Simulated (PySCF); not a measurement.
# Ta⁺: dipole response in aug-cc-pVTZ-PP plus 1 even-tempered diffuse shell per l with ECP60

Aim: the static polarisability and the C₆ coefficient of Ta⁺, method by method.

Program: PySCF 2.14.0. Level of theory: unrestricted determinants in a Gaussian basis, no spin-orbit coupling in the energies. These are calculated values, not measurements, unless marked.

## (1) The atom as given

| Item | Value |
| --- | --- |
| Element | tantalum (Z = 73) |
| Basis | aug-cc-pVTZ-PP with one added diffuse shell each of s, p, d, f, g type with ECP60MDF (7s7p6d4f3g, 113 functions) |
| Hamiltonian | scalar relativity through the core potential |
| State 1 | Ta⁺: [Xe] 4f14 5d3 6s1, high-spin 5F determinant |
| Methods | UHF, PBE |

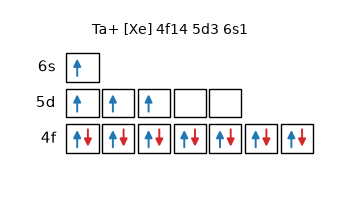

Outer shells as boxes.

The runs were made by one driver on top of PySCF. The scripts below sum up each run's settings (the driver also hands on starting orbitals that pick excited configurations, and frozen orbitals as a list rather than a count), and the logs come from the driver's own runs. The driver starts from symmetry-adapted Hartree-Fock orbitals, holds the occupation by maximum overlap and uses a logarithmic radial grid for functionals, so a plain start would take other cycles.

The integrals over 113 functions and the set-up took 1.7 s of CPU time.

## (2) Ta⁺: the ladder of methods

#### UHF

File input.py:

```python
from pyscf import gto, scf, dft, mp, cc
import basis_set_exchange as bse
txt = bse.get_basis("aug-cc-pVTZ-PP", elements=["Ta"], fmt="nwchem", header=False, augment_diffuse=1)
cut = txt.index("\nECP")
mol = gto.M(atom="Ta 0 0 0", charge=1, spin=4, symmetry="D2h",
            basis=gto.basis.parse(txt[:cut]),
            ecp={"Ta": gto.basis.parse_ecp(txt[cut:])})
mf = scf.UHF(mol)
mf.irrep_nelec = {'Ag': (2, 1), 'B1g': (1, 0), 'B2g': (1, 0), 'B3g': (1, 0), 'B1u': (1, 1), 'B2u': (1, 1), 'B3u': (1, 1)}
mf.kernel()
```

Standard output:

```text
damping factor = 0
level_shift factor = 0
DIIS = <class 'pyscf.scf.diis.CDIIS'>
diis_start_cycle = 1
diis_space = 10
diis_damp = 0
SCF conv_tol = 1e-09
SCF conv_tol_grad = None
number electrons alpha = 8  beta = 4
cycle= 1 E= -56.5342795024265  delta_E= -0.00526  |g|= 0.0232  |ddm|= 0.0461
cycle= 2 E= -56.5344768403019  delta_E= -0.000197  |g|= 0.00473  |ddm|= 0.00958
cycle= 3 E= -56.5344863560809  delta_E= -9.52e-06  |g|= 0.000274  |ddm|= 0.00346
cycle= 4 E= -56.5344864580324  delta_E= -1.02e-07  |g|= 7.91e-05  |ddm|= 0.000595
cycle= 5 E= -56.5344864656516  delta_E= -7.62e-09  |g|= 1.42e-05  |ddm|= 0.000218
cycle= 6 E= -56.5344864660243  delta_E= -3.73e-10  |g|= 1.29e-06  |ddm|= 4.82e-05
converged SCF energy = -56.5344864660243  <S^2> = 6.0060312  2S+1 = 5.0024119
```

CPU time 41 s on a shared host, the integrals not counted.

Orbital energies by shell (radii are means over both spins):

```
shell  electrons  mean orbital energy (eV)  spread (eV)  rms radius (bohr)
 5s α          1                   -94.578            0               1.19
 5s β          1                   -91.568            0               1.19
 5p α          3                   -56.960            0               1.40
 5p β          3                   -52.458            0               1.40
 5d α          3                   -16.116            0               2.24
 6s α          1                   -14.445            0               3.35
```

⟨S²⟩ = 6.006, ⟨L²⟩ = 12.04.

The driver then solved the coupled dipole response at imaginary frequencies: mean α = 53.09 bohr³, C₆ = 480.4 au for a like pair.

Energies and moments cover only the electrons outside the core potential. Spin-orbit coupling, absent here, splits the open shell strongly.

#### PBE

input.py, as changed from the run before:

```diff
@@ -7,3 +7,3 @@
             ecp={"Ta": gto.basis.parse_ecp(txt[cut:])})
-mf = scf.UHF(mol)
+mf = dft.UKS(mol, xc="PBE")
 mf.irrep_nelec = {'Ag': (2, 1), 'B1g': (1, 0), 'B2g': (1, 0), 'B3g': (1, 0), 'B1u': (1, 1), 'B2u': (1, 1), 'B3u': (1, 1)}
```

Standard output:

```text
damping factor = 0
level_shift factor = 0
DIIS = <class 'pyscf.scf.diis.CDIIS'>
diis_start_cycle = 1
diis_space = 10
diis_damp = 0
SCF conv_tol = 1e-09
SCF conv_tol_grad = None
number electrons alpha = 8  beta = 4
XC functionals = PBE
    J. P. Perdew, K. Burke, and M. Ernzerhof.,  Phys. Rev. Lett. 77, 3865 (1996)
    J. P. Perdew, K. Burke, and M. Ernzerhof.,  Phys. Rev. Lett. 78, 1396 (1997)
    J. P. Perdew, K. Burke, and M. Ernzerhof.,  Phys. Rev. Lett. 77, 3865 (1996)
    J. P. Perdew, K. Burke, and M. Ernzerhof.,  Phys. Rev. Lett. 78, 1396 (1997)
cycle= 1 E= -57.0490738267232  delta_E= -0.00495  |g|= 0.0137  |ddm|= 0.16
cycle= 2 E= -57.0491193005498  delta_E= -4.55e-05  |g|= 0.0084  |ddm|= 0.0368
cycle= 3 E= -57.0491511018067  delta_E= -3.18e-05  |g|= 0.000407  |ddm|= 0.0128
cycle= 4 E= -57.049151203105  delta_E= -1.01e-07  |g|= 5.17e-05  |ddm|= 0.00069
cycle= 5 E= -57.0491512047554  delta_E= -1.65e-09  |g|= 3.39e-07  |ddm|= 5.75e-05
cycle= 6 E= -57.0491512047555  delta_E= -9.24e-14  |g|= 4.07e-09  |ddm|= 1.01e-06
converged SCF energy = -57.0491512047555  <S^2> = 6.0009439  2S+1 = 5.0003775
```

It used 22 s of CPU time after the integrals (shared host).

The driver then solved the coupled dipole response at imaginary frequencies: mean α = 41.14 bohr³, C₆ = 354.5 au for a like pair.

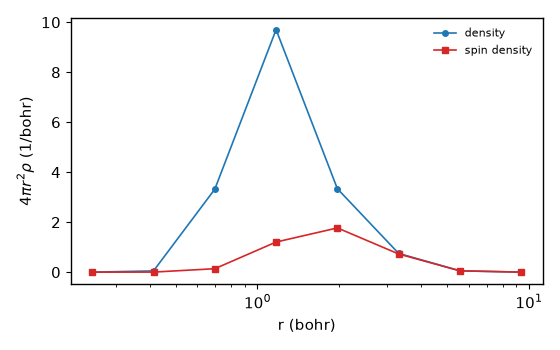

Radial density 4πr²ρ of Ta⁺ at UHF, the electrons outside the core potential, at 8 stored radii joined by straight lines.

## (3) The response side by side

Ta⁺, in atomic units:

```csv
method,mean α,C₆ (like pair),S(−4)
UHF,53.09,480.4,1423
PBE,41.14,354.5,776.6
```

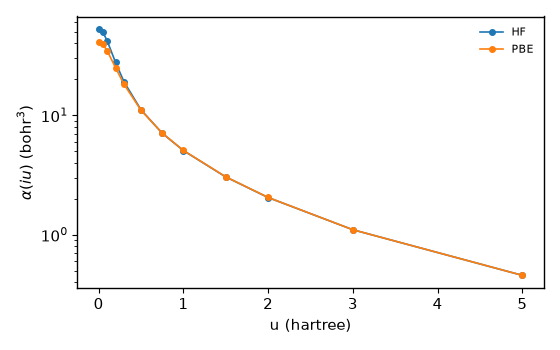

α(iu) of Ta⁺, the polarisability at imaginary frequency, on a logarithmic scale.

## (4) Outcome

| quantity | value |
| --- | --- |
| α of Ta⁺ | 41.14 (PBE) to 53.09 (UHF) bohr³ |

In words: A single London oscillator with the computed α and C₆ of Ta⁺ at UHF would have ω = 4 C₆ / (3 α²) = 0.227 hartree. All values hold for this basis alone; no basis-set limit was taken.
